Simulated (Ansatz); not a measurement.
# SiH4Cl (doublet): B2PLYP, RPA-PBE over a scan of the distance Si1–H5 along a hydrogen transfer, cc-pVDZ

Aim: run SiH4Cl (doublet) with these functionals over a scan of the distance Si1–H5 along a hydrogen transfer, and hold them against the top wave-function level at the same points.

Program: Ansatz 0.2.0, Gaussian basis. Level of theory: cc-pVDZ, all electrons in the functionals, frozen cores in the correlation of double hybrids and RPA. These are calculated values, not measurements.

Plan: B2PLYP, RPA-PBE, at 1.485 Å; 1.543 Å; 1.658 Å; 1.774 Å; 1.890 Å.

**1. The system**

The geometry derives from fragments relaxed apart (PBE0/def2-TZVP) and kept rigid, so it is no stationary point. A hydrogen atom is moved between rigid fragments.

6 atoms, charge 0, spin multiplicity 2.

Atoms are counted from 1 here; the program's logs count them from 0.

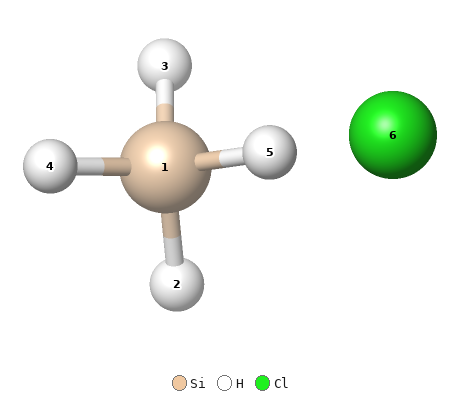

The geometry (silicon light orange, hydrogen white, chlorine green); atoms are numbered from 1 in the order of the file.

No dispersion term is added.

The geometry shown and the zero of energy belong to the point 1.485 Å. The yardstick, UCCSDT(Q), and other wave-function levels (R restricted, U unrestricted, valence and pair active spaces) come from earlier runs.

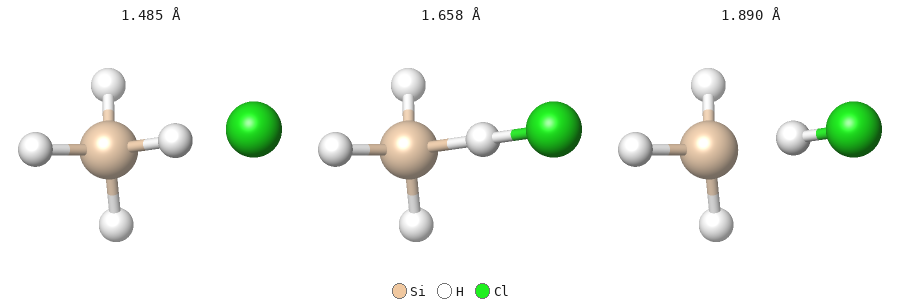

Three points of the scan; sticks are drawn by distance.

**2. B2PLYP, 1.485 Å**

The input, in.yaml:

```yaml
crystal:
  periodic: [false, false, false]
  atoms:
    - {symbol: Si, position_ang: [-1.699975, 0.000000, 0.000000]}
    - {symbol: H, position_ang: [-2.194846, 1.399708, 0.000000]}
    - {symbol: H, position_ang: [-2.194846, -0.699854, 1.212183]}
    - {symbol: H, position_ang: [-2.194846, -0.699854, -1.212182]}
    - {symbol: H, position_ang: [-0.215359, 0.000000, 0.000000]}
    - {symbol: Cl, position_ang: [1.540025, 0.000000, 0.000000]}
basis:
  gaussian: {orbitals: cc-pVDZ}
magnetization: {spin_polarized: true, initial_magnetization: 1}
hamiltonian: {xc: {name: B2PLYP}}
correlation: {electrons: outside_noble_gas}
```

Command:

```sh
$ ansatz run in.yaml --threads 1 --pin off --events-out ev --progress --plain --max-ram 2816MiB --backend cpu
```

The log of the run:

```text
Functional definition: B2PLYP
  name "B2PLYP"
  cite "Grimme, J. Chem. Phys. 124, 034108 (2006) doi:10.1063/1.2148954"
  cite "Becke, Phys. Rev. A 38, 3098 (1988) doi:10.1103/PhysRevA.38.3098"
  cite "Lee, Yang & Parr, Phys. Rev. B 37, 785 (1988) doi:10.1103/PhysRevB.37.785"
  parameter a = 0.53
  parameter c = 0.27
  exchange = (1 - a)*b88_x + a*exact_x
  correlation = (1 - c)*lyp_c + c*(mp2_os + mp2_ss)
553 factors; integrals over basis functions are off by at most 1.2e-3 eV
mean field evaluation 1: about -20453.0917 eV, gradient 6.9e0 eV
mean field evaluation 2: about -20453.0907 eV, gradient 6.9e0 eV
mean field evaluation 4: about -20453.5942 eV, gradient 9.2e-1 eV
mean field evaluation 8: about -20453.6144 eV, gradient 3.3e-2 eV
mean field evaluation 16: about -20453.6144 eV, gradient 1.8e-5 eV
mean field -20453.61441268 eV, -751.6564657083 hartree, gradient 9.2e-7 eV, S^2 0.757362; 2 other end points of the search recorded, 0 dependent functions left out
10 core orbitals not correlated: weight in the atoms' cores, before any rotation towards them, 1.000 or more for the frozen orbitals, at most 0.000 for the correlated occupied ones
reference -20453.61456054 eV, -751.6564711419 hartree; 8, 7 occupied and 38, 39 virtual orbitals, 553 factors
second order -8.09176363 eV of doubles, -0.00000000 eV of singles
Total energy: -20455.79933672 eV, -751.7367601857 hartree
```

It took 1.9 s on 1 thread of AMD EPYC 7R13, shared host.

From the report: ⟨S²⟩ of the determinant 0.757 (pure doublet: 0.75).

**3. B2PLYP, 1.543 Å**

The input, in.yaml:

```yaml
crystal:
  periodic: [false, false, false]
  atoms:
    - {symbol: Si, position_ang: [-1.700845, 0.000000, 0.000000]}
    - {symbol: H, position_ang: [-2.195717, 1.399708, 0.000000]}
    - {symbol: H, position_ang: [-2.195717, -0.699854, 1.212183]}
    - {symbol: H, position_ang: [-2.195717, -0.699854, -1.212182]}
    - {symbol: H, position_ang: [-0.157845, 0.000000, 0.000000]}
    - {symbol: Cl, position_ang: [1.539155, 0.000000, 0.000000]}
basis:
  gaussian: {orbitals: cc-pVDZ}
magnetization: {spin_polarized: true, initial_magnetization: 1}
hamiltonian: {xc: {name: B2PLYP}}
correlation: {electrons: outside_noble_gas}
```

Launched as before.

The log of the run, cut to the lines that bear on the results:

```text
Functional definition: B2PLYP
  name "B2PLYP"
  cite "Grimme, J. Chem. Phys. 124, 034108 (2006) doi:10.1063/1.2148954"
  cite "Becke, Phys. Rev. A 38, 3098 (1988) doi:10.1103/PhysRevA.38.3098"
  cite "Lee, Yang & Parr, Phys. Rev. B 37, 785 (1988) doi:10.1103/PhysRevB.37.785"
[...]
553 factors; integrals over basis functions are off by at most 1.1e-3 eV
[...]
mean field -20453.64489571 eV, -751.6575859391 hartree, gradient 4.4e-6 eV, S^2 0.758688; 2 other end points of the search recorded, 0 dependent functions left out
10 core orbitals not correlated: weight in the atoms' cores, before any rotation towards them, 1.000 or more for the frozen orbitals, at most 0.000 for the correlated occupied ones
reference -20453.64504330 eV, -751.6575913626 hartree; 8, 7 occupied and 38, 39 virtual orbitals, 553 factors
second order -8.16659140 eV of doubles, -0.00000000 eV of singles
Total energy: -20455.85002297 eV, -751.7386228712 hartree
```

Wall time 1.8 s (1 thread of AMD EPYC 7R13, shared host).

From the report: ⟨S²⟩ of the determinant 0.759 (pure doublet: 0.75).

From 1.485 Å: -4.9 kJ/mol.

**4. B2PLYP, 1.658 Å**

The input, in.yaml:

```yaml
crystal:
  periodic: [false, false, false]
  atoms:
    - {symbol: Si, position_ang: [-1.702561, 0.000000, 0.000000]}
    - {symbol: H, position_ang: [-2.197433, 1.399708, 0.000000]}
    - {symbol: H, position_ang: [-2.197432, -0.699854, 1.212183]}
    - {symbol: H, position_ang: [-2.197433, -0.699854, -1.212182]}
    - {symbol: H, position_ang: [-0.044561, 0.000000, 0.000000]}
    - {symbol: Cl, position_ang: [1.537439, 0.000000, 0.000000]}
basis:
  gaussian: {orbitals: cc-pVDZ}
magnetization: {spin_polarized: true, initial_magnetization: 1}
hamiltonian: {xc: {name: B2PLYP}}
correlation: {electrons: outside_noble_gas}
```

The command is unchanged.

The log of the run, cut to the lines that bear on the results:

```text
Functional definition: B2PLYP
  name "B2PLYP"
  cite "Grimme, J. Chem. Phys. 124, 034108 (2006) doi:10.1063/1.2148954"
  cite "Becke, Phys. Rev. A 38, 3098 (1988) doi:10.1103/PhysRevA.38.3098"
  cite "Lee, Yang & Parr, Phys. Rev. B 37, 785 (1988) doi:10.1103/PhysRevB.37.785"
[...]
551 factors; integrals over basis functions are off by at most 1.1e-3 eV
[...]
mean field -20453.65309885 eV, -751.6578873988 hartree, gradient 9.5e-7 eV, S^2 0.760712; 0 other end points of the search recorded, 0 dependent functions left out
10 core orbitals not correlated: weight in the atoms' cores, before any rotation towards them, 1.000 or more for the frozen orbitals, at most 0.000 for the correlated occupied ones
reference -20453.65324627 eV, -751.6578928162 hartree; 8, 7 occupied and 38, 39 virtual orbitals, 551 factors
second order -8.29886803 eV of doubles, -0.00000000 eV of singles
Total energy: -20455.89394064 eV, -751.7402368154 hartree
```

Run time: 1.6 s. Hardware: 1 thread of AMD EPYC 7R13, shared host.

From the report: ⟨S²⟩ of the determinant 0.761 (pure doublet: 0.75).

From 1.485 Å: -9.1 kJ/mol.

**5. B2PLYP, 1.774 Å**

The input, in.yaml:

```yaml
crystal:
  periodic: [false, false, false]
  atoms:
    - {symbol: Si, position_ang: [-1.704291, 0.000000, 0.000000]}
    - {symbol: H, position_ang: [-2.199163, 1.399708, 0.000000]}
    - {symbol: H, position_ang: [-2.199163, -0.699854, 1.212183]}
    - {symbol: H, position_ang: [-2.199163, -0.699854, -1.212182]}
    - {symbol: H, position_ang: [0.069709, 0.000000, 0.000000]}
    - {symbol: Cl, position_ang: [1.535709, 0.000000, 0.000000]}
basis:
  gaussian: {orbitals: cc-pVDZ}
magnetization: {spin_polarized: true, initial_magnetization: 1}
hamiltonian: {xc: {name: B2PLYP}}
correlation: {electrons: outside_noble_gas}
```

Same command.

The log of the run, cut to the lines that bear on the results:

```text
Functional definition: B2PLYP
  name "B2PLYP"
  cite "Grimme, J. Chem. Phys. 124, 034108 (2006) doi:10.1063/1.2148954"
  cite "Becke, Phys. Rev. A 38, 3098 (1988) doi:10.1103/PhysRevA.38.3098"
  cite "Lee, Yang & Parr, Phys. Rev. B 37, 785 (1988) doi:10.1103/PhysRevB.37.785"
[...]
549 factors; integrals over basis functions are off by at most 1.2e-3 eV
[...]
mean field -20453.67314452 eV, -751.6586240633 hartree, gradient 6.4e-7 eV, S^2 0.759514; 0 other end points of the search recorded, 0 dependent functions left out
10 core orbitals not correlated: weight in the atoms' cores, before any rotation towards them, 1.000 or more for the frozen orbitals, at most 0.000 for the correlated occupied ones
reference -20453.67329249 eV, -751.6586295012 hartree; 8, 7 occupied and 38, 39 virtual orbitals, 549 factors
second order -8.36845070 eV of doubles, -0.00000000 eV of singles
Total energy: -20455.93277418 eV, -751.7416639217 hartree
```

It took 1.4 s on 1 thread of AMD EPYC 7R13, shared host.

From the report: ⟨S²⟩ of the determinant 0.760 (pure doublet: 0.75).

From 1.485 Å: -12.9 kJ/mol.

**6. B2PLYP, 1.890 Å**

The input, in.yaml:

```yaml
crystal:
  periodic: [false, false, false]
  atoms:
    - {symbol: Si, position_ang: [-1.706022, 0.000000, 0.000000]}
    - {symbol: H, position_ang: [-2.200893, 1.399708, 0.000000]}
    - {symbol: H, position_ang: [-2.200893, -0.699854, 1.212183]}
    - {symbol: H, position_ang: [-2.200893, -0.699854, -1.212182]}
    - {symbol: H, position_ang: [0.183978, 0.000000, 0.000000]}
    - {symbol: Cl, position_ang: [1.533978, 0.000000, 0.000000]}
basis:
  gaussian: {orbitals: cc-pVDZ}
magnetization: {spin_polarized: true, initial_magnetization: 1}
hamiltonian: {xc: {name: B2PLYP}}
correlation: {electrons: outside_noble_gas}
```

The command is unchanged.

The log of the run, cut to the lines that bear on the results:

```text
Functional definition: B2PLYP
  name "B2PLYP"
  cite "Grimme, J. Chem. Phys. 124, 034108 (2006) doi:10.1063/1.2148954"
  cite "Becke, Phys. Rev. A 38, 3098 (1988) doi:10.1103/PhysRevA.38.3098"
  cite "Lee, Yang & Parr, Phys. Rev. B 37, 785 (1988) doi:10.1103/PhysRevB.37.785"
[...]
551 factors; integrals over basis functions are off by at most 1.1e-3 eV
[...]
mean field -20453.69499393 eV, -751.6594270143 hartree, gradient 9.1e-6 eV, S^2 0.756071; 0 other end points of the search recorded, 0 dependent functions left out
10 core orbitals not correlated: weight in the atoms' cores, before any rotation towards them, 1.000 or more for the frozen orbitals, at most 0.000 for the correlated occupied ones
reference -20453.69514285 eV, -751.6594324874 hartree; 8, 7 occupied and 38, 39 virtual orbitals, 551 factors
second order -8.34803994 eV of doubles, -0.00000000 eV of singles
Total energy: -20455.94911364 eV, -751.7422643859 hartree
```

Run time: 1.4 s. Hardware: 1 thread of AMD EPYC 7R13, shared host.

From the report: ⟨S²⟩ of the determinant 0.756 (pure doublet: 0.75).

From 1.485 Å: -14.5 kJ/mol.

**7. RPA-PBE, 1.485 Å**

The input, in.yaml:

```yaml
crystal:
  periodic: [false, false, false]
  atoms:
    - {symbol: Si, position_ang: [-1.699975, 0.000000, 0.000000]}
    - {symbol: H, position_ang: [-2.194846, 1.399708, 0.000000]}
    - {symbol: H, position_ang: [-2.194846, -0.699854, 1.212183]}
    - {symbol: H, position_ang: [-2.194846, -0.699854, -1.212182]}
    - {symbol: H, position_ang: [-0.215359, 0.000000, 0.000000]}
    - {symbol: Cl, position_ang: [1.540025, 0.000000, 0.000000]}
basis:
  gaussian: {orbitals: cc-pVDZ}
magnetization: {spin_polarized: true, initial_magnetization: 1}
hamiltonian: {xc: {name: PBE}}
correlation: {method: rpa, electrons: outside_noble_gas}
```

The command is unchanged.

The log of the run, cut to the lines that bear on the results:

```text
Functional definition: PBE
  name "PBE"
  cite "Perdew, Burke & Ernzerhof, Phys. Rev. Lett. 77, 3865 (1996) doi:10.1103/PhysRevLett.77.3865"
  parent pbe
[...]
553 factors; integrals over basis functions are off by at most 1.2e-3 eV
[...]
mean field -20453.98884632 eV, -751.6702258906 hartree, gradient 3.1e-6 eV, S^2 0.751648; 4 other end points of the search recorded, 0 dependent functions left out
10 core orbitals not correlated: weight in the atoms' cores, before any rotation towards them, 1.000 or more for the frozen orbitals, at most 0.000 for the correlated occupied ones
reference -20426.74991877 eV, -750.6692137663 hartree; 8, 7 occupied and 38, 39 virtual orbitals, 553 factors
Total energy: -20439.55086873 eV, -751.1396400007 hartree
```

Run time: 3.9 s. Hardware: 1 thread of AMD EPYC 7R13, shared host.

From the report: ⟨S²⟩ of the determinant 0.752 (pure doublet: 0.75).

**8. RPA-PBE, 1.543 Å**

The input, in.yaml:

```yaml
crystal:
  periodic: [false, false, false]
  atoms:
    - {symbol: Si, position_ang: [-1.700845, 0.000000, 0.000000]}
    - {symbol: H, position_ang: [-2.195717, 1.399708, 0.000000]}
    - {symbol: H, position_ang: [-2.195717, -0.699854, 1.212183]}
    - {symbol: H, position_ang: [-2.195717, -0.699854, -1.212182]}
    - {symbol: H, position_ang: [-0.157845, 0.000000, 0.000000]}
    - {symbol: Cl, position_ang: [1.539155, 0.000000, 0.000000]}
basis:
  gaussian: {orbitals: cc-pVDZ}
magnetization: {spin_polarized: true, initial_magnetization: 1}
hamiltonian: {xc: {name: PBE}}
correlation: {method: rpa, electrons: outside_noble_gas}
```

Same command.

The log of the run, cut to the lines that bear on the results:

```text
Functional definition: PBE
  name "PBE"
  cite "Perdew, Burke & Ernzerhof, Phys. Rev. Lett. 77, 3865 (1996) doi:10.1103/PhysRevLett.77.3865"
  parent pbe
[...]
553 factors; integrals over basis functions are off by at most 1.1e-3 eV
[...]
mean field -20454.08075492 eV, -751.6736034695 hartree, gradient 1.9e-6 eV, S^2 0.751795; 4 other end points of the search recorded, 0 dependent functions left out
10 core orbitals not correlated: weight in the atoms' cores, before any rotation towards them, 1.000 or more for the frozen orbitals, at most 0.000 for the correlated occupied ones
reference -20426.76176665 eV, -750.6696491681 hartree; 8, 7 occupied and 38, 39 virtual orbitals, 553 factors
Total energy: -20439.58854947 eV, -751.1410247424 hartree
```

Run time: 3.6 s. Hardware: 1 thread of AMD EPYC 7R13, shared host.

From the report: ⟨S²⟩ of the determinant 0.752 (pure doublet: 0.75).

From 1.485 Å: -3.6 kJ/mol.

**9. RPA-PBE, 1.658 Å**

The input, in.yaml:

```yaml
crystal:
  periodic: [false, false, false]
  atoms:
    - {symbol: Si, position_ang: [-1.702561, 0.000000, 0.000000]}
    - {symbol: H, position_ang: [-2.197433, 1.399708, 0.000000]}
    - {symbol: H, position_ang: [-2.197432, -0.699854, 1.212183]}
    - {symbol: H, position_ang: [-2.197433, -0.699854, -1.212182]}
    - {symbol: H, position_ang: [-0.044561, 0.000000, 0.000000]}
    - {symbol: Cl, position_ang: [1.537439, 0.000000, 0.000000]}
basis:
  gaussian: {orbitals: cc-pVDZ}
magnetization: {spin_polarized: true, initial_magnetization: 1}
hamiltonian: {xc: {name: PBE}}
correlation: {method: rpa, electrons: outside_noble_gas}
```

Launched as before.

The log of the run, cut to the lines that bear on the results:

```text
Functional definition: PBE
  name "PBE"
  cite "Perdew, Burke & Ernzerhof, Phys. Rev. Lett. 77, 3865 (1996) doi:10.1103/PhysRevLett.77.3865"
  parent pbe
[...]
551 factors; integrals over basis functions are off by at most 1.1e-3 eV
[...]
mean field -20454.18362134 eV, -751.6773837407 hartree, gradient 3.0e-6 eV, S^2 0.752069; 4 other end points of the search recorded, 0 dependent functions left out
10 core orbitals not correlated: weight in the atoms' cores, before any rotation towards them, 1.000 or more for the frozen orbitals, at most 0.000 for the correlated occupied ones
reference -20426.75809066 eV, -750.6695140779 hartree; 8, 7 occupied and 38, 39 virtual orbitals, 551 factors
Total energy: -20439.60959055 eV, -751.1417979876 hartree
```

Run time: 3.6 s. Hardware: 1 thread of AMD EPYC 7R13, shared host.

From the report: ⟨S²⟩ of the determinant 0.752 (pure doublet: 0.75).

From 1.485 Å: -5.7 kJ/mol.

**10. RPA-PBE, 1.774 Å**

The input, in.yaml:

```yaml
crystal:
  periodic: [false, false, false]
  atoms:
    - {symbol: Si, position_ang: [-1.704291, 0.000000, 0.000000]}
    - {symbol: H, position_ang: [-2.199163, 1.399708, 0.000000]}
    - {symbol: H, position_ang: [-2.199163, -0.699854, 1.212183]}
    - {symbol: H, position_ang: [-2.199163, -0.699854, -1.212182]}
    - {symbol: H, position_ang: [0.069709, 0.000000, 0.000000]}
    - {symbol: Cl, position_ang: [1.535709, 0.000000, 0.000000]}
basis:
  gaussian: {orbitals: cc-pVDZ}
magnetization: {spin_polarized: true, initial_magnetization: 1}
hamiltonian: {xc: {name: PBE}}
correlation: {method: rpa, electrons: outside_noble_gas}
```

The command is unchanged.

The log of the run, cut to the lines that bear on the results:

```text
Functional definition: PBE
  name "PBE"
  cite "Perdew, Burke & Ernzerhof, Phys. Rev. Lett. 77, 3865 (1996) doi:10.1103/PhysRevLett.77.3865"
  parent pbe
[...]
549 factors; integrals over basis functions are off by at most 1.2e-3 eV
[...]
mean field -20454.23532731 eV, -751.6792839000 hartree, gradient 3.3e-6 eV, S^2 0.752170; 2 other end points of the search recorded, 0 dependent functions left out
10 core orbitals not correlated: weight in the atoms' cores, before any rotation towards them, 1.000 or more for the frozen orbitals, at most 0.000 for the correlated occupied ones
reference -20426.81539049 eV, -750.6716198076 hartree; 8, 7 occupied and 38, 39 virtual orbitals, 549 factors
Total energy: -20439.63345061 eV, -751.1426748287 hartree
```

Wall time 1.8 s (1 thread of AMD EPYC 7R13, shared host).

From the report: ⟨S²⟩ of the determinant 0.752 (pure doublet: 0.75).

From 1.485 Å: -8.0 kJ/mol.

**11. RPA-PBE, 1.890 Å**

The input, in.yaml:

```yaml
crystal:
  periodic: [false, false, false]
  atoms:
    - {symbol: Si, position_ang: [-1.706022, 0.000000, 0.000000]}
    - {symbol: H, position_ang: [-2.200893, 1.399708, 0.000000]}
    - {symbol: H, position_ang: [-2.200893, -0.699854, 1.212183]}
    - {symbol: H, position_ang: [-2.200893, -0.699854, -1.212182]}
    - {symbol: H, position_ang: [0.183978, 0.000000, 0.000000]}
    - {symbol: Cl, position_ang: [1.533978, 0.000000, 0.000000]}
basis:
  gaussian: {orbitals: cc-pVDZ}
magnetization: {spin_polarized: true, initial_magnetization: 1}
hamiltonian: {xc: {name: PBE}}
correlation: {method: rpa, electrons: outside_noble_gas}
```

Launched as before.

The log of the run, cut to the lines that bear on the results:

```text
Functional definition: PBE
  name "PBE"
  cite "Perdew, Burke & Ernzerhof, Phys. Rev. Lett. 77, 3865 (1996) doi:10.1103/PhysRevLett.77.3865"
  parent pbe
[...]
551 factors; integrals over basis functions are off by at most 1.1e-3 eV
[...]
mean field -20454.21534592 eV, -751.6785495975 hartree, gradient 9.9e-6 eV, S^2 0.752145; 0 other end points of the search recorded, 0 dependent functions left out
10 core orbitals not correlated: weight in the atoms' cores, before any rotation towards them, 1.000 or more for the frozen orbitals, at most 0.000 for the correlated occupied ones
reference -20426.92183728 eV, -750.6755316552 hartree; 8, 7 occupied and 38, 39 virtual orbitals, 551 factors
Total energy: -20439.64773974 eV, -751.1431999445 hartree
```

It took 1.2 s on 1 thread of AMD EPYC 7R13, shared host.

From the report: ⟨S²⟩ of the determinant 0.752 (pure doublet: 0.75).

From 1.485 Å: -9.3 kJ/mol.

**12. Against the wave-function levels**

The yardstick is UCCSDT(Q), where the cluster series has nearly closed. It comes from earlier runs at the same points. Energies in kJ/mol, counted from 1.485 Å; blanks weren't run or aren't comparable.

```
    level  1.485 Å  1.543 Å  1.658 Å  1.774 Å  1.890 Å
UCCSDT(Q)      0.0     -3.6     -6.8    -11.8    -16.5
   B2PLYP      0.0     -4.9     -9.1    -12.9    -14.5
  RPA-PBE      0.0     -3.6     -5.7     -8.0     -9.3
```

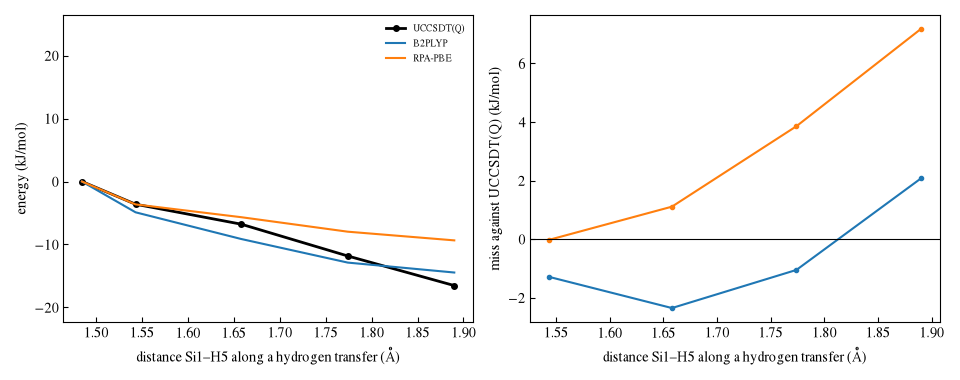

Left: the curves (the axis may cut off levels that run far away). Right: misses against UCCSDT(Q), in the same colours.

Largest miss and mean time a point (UCCSDT(Q) took 8.7 s a point; shared hosts):

```
  level  largest miss (kJ/mol)    where  time a point
 B2PLYP                   -2.4  1.658 Å         1.6 s
RPA-PBE                   +7.2  1.890 Å         2.8 s
```

**13. Results**

```
                   quantity                  value
span of the UCCSDT(Q) curve            16.5 kJ/mol
       largest miss, B2PLYP  -2.4 kJ/mol (1.658 Å)
      largest miss, RPA-PBE  +7.2 kJ/mol (1.890 Å)
```

**Reading.** Of the functionals, B2PLYP keep the smallest largest miss at the points compared (at most 2.4 kJ/mol) and RPA-PBE strays most (7.2 kJ/mol, at 1.890 Å). Functionals and the yardstick converge differently with the basis, so part of each miss in cc-pVDZ is the basis.
